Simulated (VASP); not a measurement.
Band structure of P (black). Method: LDA (Ceperley-Alder, Perdew-Zunger), VASP's LDA PAW potentials (set 64) (plane waves; VASP 6.6.1).

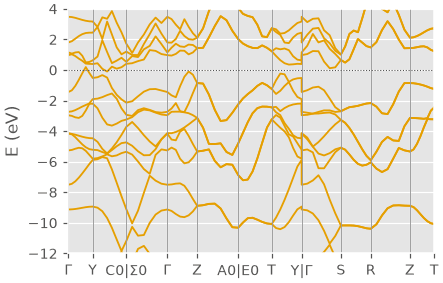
Figure: Bands along high-symmetry lines, zero at the valence-band maximum or, without a gap, the Fermi level

**Question.** Read the plot: is there a gap, and where are the band edges?

**Answer.** It has no gap at this level: it comes out as a metal or semimetal. (Edges off the drawn lines would not show.)

Measured: gap 0.35 eV (computed value off by -0.35 eV), as given by Das et al., (2018), arXiv:1807.05623.

The compound is P in the black structure. It was relaxed first, which changed the volume by -9 %.
